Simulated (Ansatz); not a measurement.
BFGaH₃N (SMILES B/[NH+]=[Ga-2]/[F]) (charge −1)

Input file:

```
crystal:
  periodic: [false, false, false]
  atoms:
    - symbol: B
      position_ang: [-0.515565, 0.377522, -0.647425]
    - symbol: F
      position_ang: [1.290973, 3.996453, 0.265941]
    - symbol: Ga
      position_ang: [1.726837, 2.485911, -0.795547]
    - symbol: "N"
      position_ang: [0.000945, 1.604227, -0.281940]
    - symbol: H
      position_ang: [-0.552298, 2.182731, 0.346398]
    - symbol: H
      position_ang: [0.115541, -0.350980, -1.401333]
    - symbol: H
      position_ang: [-1.602054, -0.028079, -0.244176]
basis:
  gaussian:
    orbitals: def2-TZVPD
output: {forces: true, orbitals: {seedname: orbitals}}
hamiltonian:
  xc: {name: PBE0}
total_charge: -1
```

Run with:

```sh
ansatz run input.yaml --threads 2 --pin off --max-ram 4350MiB --events-out events.jsonl --progress --plain --runs-dir runs
```

Geometry: PBE0-D3(BJ)/def2-SVPD.

Method: isolated molecule in a Gaussian basis; Kohn-Sham density functional theory, functional PBE0 in Ansatz 0.2.0.

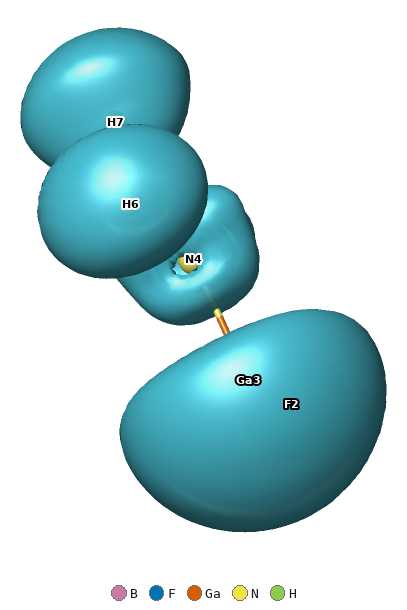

Figure 1. Isosurface of the electron localisation function at 0.75 (cyan), seen at an oblique angle. Only the valence region is drawn (cores and ρ < 0.01 e/Å³ removed).

> Describe the localisation domains.

The surface consists of two regions around hydrogen nuclei, one lobe on Ga, pointing away from the bonds (lone pairs), one region wrapped around F (its valence shell) and one joined region spread over several atoms (H, N), in which their bonds and any lone pairs are merged. Profiles from the grid: B–N (1.38 Å): the ELF peaks at about 0.90 between the atoms: a polar covalent bond. Ga–F (1.90 Å): the ELF peaks at about 0.85 in the valence shell of F, 0.5 Å from its nucleus, and is about 0.15 at the midpoint.

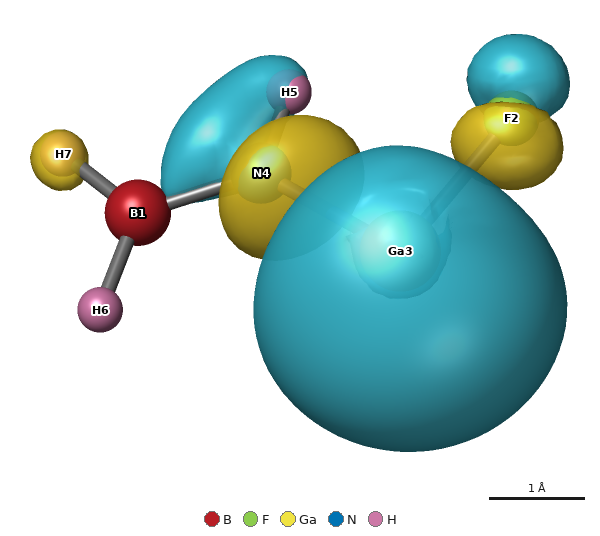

Figure 2. The HOMO at ±0.1 Å⁻³ᐟ² (yellow and cyan are the two phases), seen at a tilt.

> Describe this orbital and give its energy.

By Hirshfeld shares it lies mainly on Ga3 (about 75 %), N4 (about 10 %) and F2 (about 5 %); it is symmetric in the molecular plane (an in-plane orbital: σ, lone-pair or in-plane π type). Its energy is −0.98 eV.

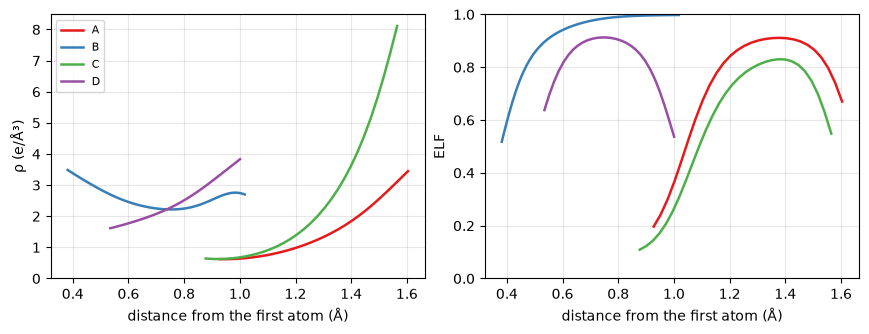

Figure 3. Total electron density and electron localisation function along straight lines between neighbouring atoms. The curves leave out the atomic cores.

> Which curve belongs to which contact (B–N, Ga–F, Ga–N and N–H)? The first atom named is at distance zero.

Curve A: Ga–N (2.00 Å): ρ is about 0.64 e/Å³ halfway; the ELF peaks at about 0.90 in the valence shell of N, 0.6 Å from its nucleus, and is about 0.35 at the midpoint. Curve B: N–H (1.02 Å): ρ is about 2.8 e/Å³ halfway; the ELF climbs to about 1 towards the hydrogen, as it does in any bond to H (a covalent bond by its length). Curve C: Ga–F (1.90 Å): ρ at the midpoint is about 0.63 e/Å³; the ELF peaks at about 0.85 in the valence shell of F, 0.5 Å from its nucleus, and is about 0.15 at the midpoint. Curve D: B–N (1.38 Å): ρ at the midpoint is about 2 e/Å³; the ELF peaks at about 0.90 between the atoms; a polar covalent bond.
